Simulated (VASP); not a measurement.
Band structure of Al3GaAs4 (ordered alloy cell). Method: PBE GGA, VASP's PBE PAW potentials (set 64) (plane waves; VASP 6.6.1).

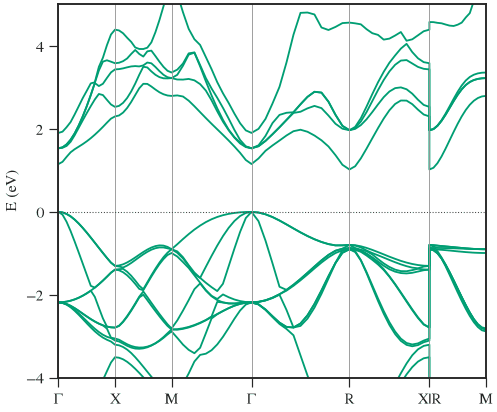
Figure. Bands along high-symmetry lines, zero at the valence-band maximum or, without a gap, the Fermi level

**Question.** Read the plot: is there a gap, and where are the band edges?

**Answer.** The gap is indirect, 1.02 eV, from the valence maximum at Γ to the conduction minimum at R. (Edges off the drawn lines would not show.)

The structure was generated: Al3GaAs4 was put into an ordered model structure (P-43m), which need not be its known phase. It was relaxed first.
